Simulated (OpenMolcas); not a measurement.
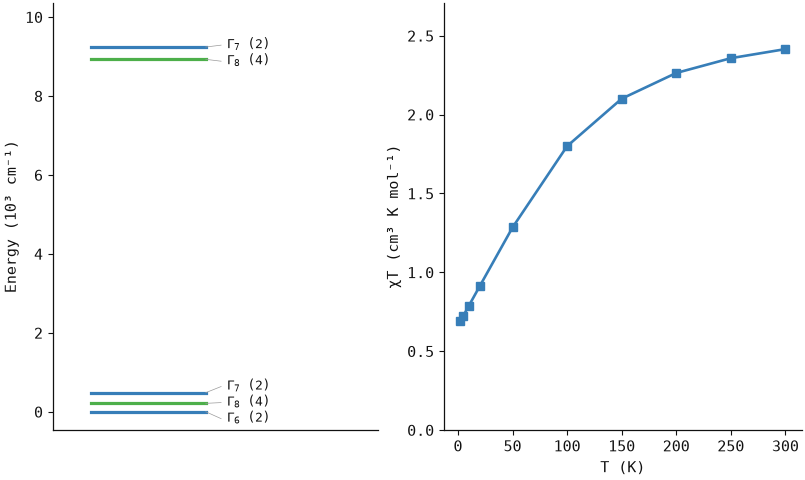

Levels of a 4f ion of charge +2 as a dopant in CaO, a cluster with its 6 nearest O²⁻ at 2.567 Å (octahedron) embedded in model potentials and point charges; the geometry was set, not optimised. Labels give the representation in O, Td, D4 or D3 as the site allows (double group for half-integer spin) where it could be assigned and, in brackets, the degeneracy; spin-free states, where drawn, share the zero of the spin-orbit levels. Computed with OpenMolcas: state-averaged CASSCF, the open shell active, basis ANO-RCC-VDZP on all atoms, DKH2 scalar Hamiltonian, spin-orbit coupling by RASSI with atomic mean-field integrals. Powder susceptibility by Van Vleck's formula.

Q: Which ion is the dopant?

A: Tm²⁺ (4f¹³). The ground level is Γ₆, a Kramers doublet, 100 % from states of spin multiplicity 2. Its principal g values are 2.66, 2.66 and 2.66, isotropic. The next level lies at 213 cm⁻¹ (Γ₈). The lowest J multiplet spreads over 484 cm⁻¹. χT is 0.688 cm³ K mol⁻¹ at 2 K and 2.42 at 300 K, an effective moment of 4.40 μB. The active orbitals hold 100 % metal character (Löwdin), and the Mulliken charge of the metal is +1.64.

Known limits: the geometry is set by hand, with no relaxation and no charge compensation.
